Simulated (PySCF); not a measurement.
Vertical excitations of a molecule CH2ClF3Si from TDA-PBE/def2-SVPD in PySCF, as energy in eV (oscillator strength): 6.65 (0.004), 6.85 (0.009), 7.58 (0.011), 7.69 (0.001), 7.80 (0.010), 8.00 (0.000), 8.03 (0.048), 8.04 (0.017), 8.21 (0.033), 8.50 (0.003). Lowest triplet (TDA): 6.28 eV. Geometry optimised at PBE0-D3(BJ)/def2-SVP. Other conformers were not sampled.

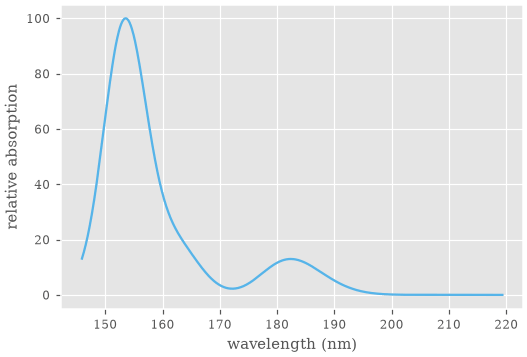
The lines broadened by 0.4 eV.

Q: Which structure fits?
A. FC(F)(F)[SiH2]Cl
B. FC[Si](F)(F)Cl
C. FC(F)[Si@H](F)Cl

A: A, FC(F)(F)[SiH2]Cl
